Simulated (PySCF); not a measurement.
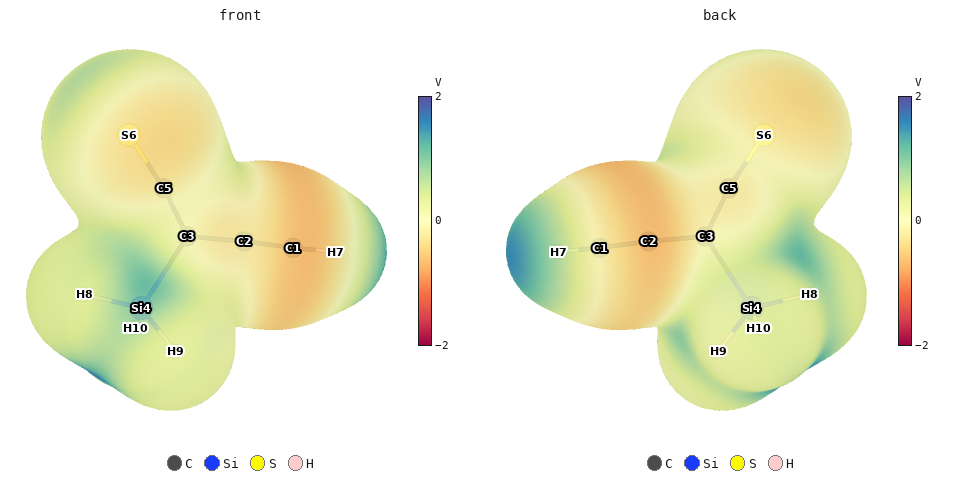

The picture shows: C4H4SSi. The molecular electrostatic potential painted on the density surface at 0.002 e/bohr³, seen from the front and from behind; red is negative and blue positive.

Geometry: GFN2-xTB.

Level of theory: PySCF, CAM-B3LYP/def2-SVPD, SCF density, gas phase.

```yaml
atoms:
  - { symbol: C, position_ang: [2.4292, -0.6493, 0.1849] }
  - { symbol: C, position_ang: [1.3690, -0.1038, 0.0367] }
  - { symbol: C, position_ang: [0.1057, 0.4838, -0.1262] }
  - { symbol: Si, position_ang: [-1.3880, -0.6744, 0.1588] }
  - { symbol: C, position_ang: [-0.1300, 1.7198, -0.4455] }
  - { symbol: S, position_ang: [-0.5929, 3.1603, -0.8197] }
  - { symbol: H, position_ang: [3.3698, -1.0957, 0.3071] }
  - { symbol: H, position_ang: [-2.6077, 0.0996, -0.0535] }
  - { symbol: H, position_ang: [-1.2860, -1.1624, 1.5344] }
  - { symbol: H, position_ang: [-1.2602, -1.7731, -0.7995] }
```

Where is the surface potential most negative and most positive?

Answer. The most negative region (about −0.7 V) lies over C1 and C2, the most positive (about +1.7 V) over Si4.

How polar is the molecule by this calculation?

Answer. Its dipole moment is 1.02 D.
